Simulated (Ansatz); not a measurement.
The compound is Li2IF (space group R-3m, No. 166), taken as the geometry relaxed with DFT PBE, scalar-relativistic, plane waves, PAW (Ansatz 0.2.0); the starting structure was generated, so it need not be a known form of this composition.

```
CELL_PARAMETERS angstrom
3.77320 0.00000 0.00000
-1.88660 3.26769 0.00000
0.00000 0.00000 17.46486
ATOMIC_POSITIONS crystal
Li 0.33333 0.66667 0.93798
Li 0.00000 0.00000 0.72869
I 0.66667 0.33333 0.83333
F 0.00000 0.00000 0.00000
Li 0.00000 0.00000 0.27131
Li 0.66667 0.33333 0.06202
I 0.33333 0.66667 0.16667
F 0.66667 0.33333 0.33333
Li 0.66667 0.33333 0.60465
Li 0.33333 0.66667 0.39535
I 0.00000 0.00000 0.50000
F 0.33333 0.66667 0.66667
```

Describe how the polyhedra about Li are linked (bonds: F–Li below 2.7 Å and I–Li below 3.2 Å).

Li: LiI3F3 octahedron, sharing edges with twelve neighbours and corners with six neighbours.

They form a three-dimensional framework of corner- and edge-sharing octahedra.

Centre to centre across a shared edge: 3.07 to 4.26 Å; across a shared corner: 4.87 to 5.69 Å.

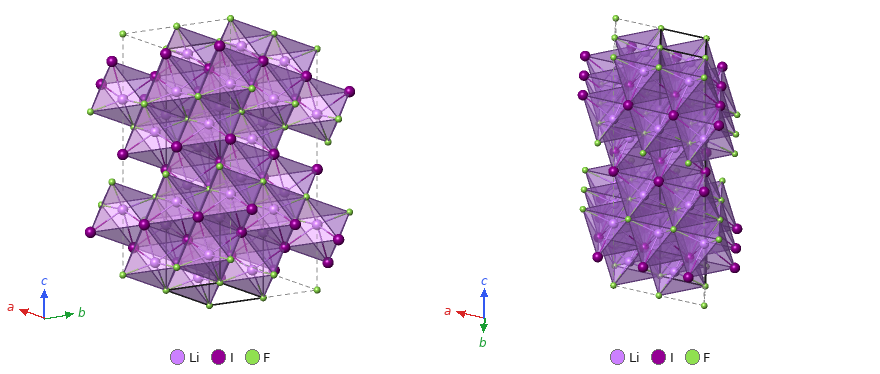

Polyhedra are drawn about Li (bonds: F–Li below 2.7 Å and I–Li below 3.2 Å); other atoms are plain spheres. Two views of the same piece.
